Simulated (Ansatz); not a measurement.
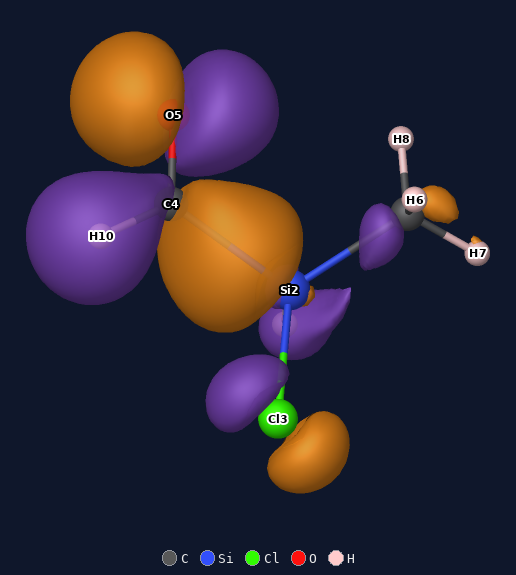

*C2H5ClOSi. One frontier orbital at ±0.1 Å⁻³ᐟ² (orange and purple are the two phases), seen across its widest extent.*

Method: UKS PBE0-D4/def2-SVP (Ansatz).

```xyz
10

C    -0.6885    1.2526    0.1095
Si   -0.2439   -0.4448   -0.5070
Cl    0.4528   -0.3991   -2.4625
C     1.1613   -1.1519    0.6079
O     1.0967   -0.9802    1.8010
H     0.1281    1.9631   -0.0877
H    -1.6069    1.6300   -0.3631
H    -0.8424    1.1944    1.1989
H    -1.3947   -1.3920   -0.4506
H     2.0204   -1.7231    0.1567
```

Which orbital is it: HOMO or LUMO?

Answer. The HOMO, at −7.09 eV. Its weight (Hirshfeld) is mainly on O5 (about 50 %), C4 (about 20 %), Si2 (about 15 %) and H10 (about 10 %).
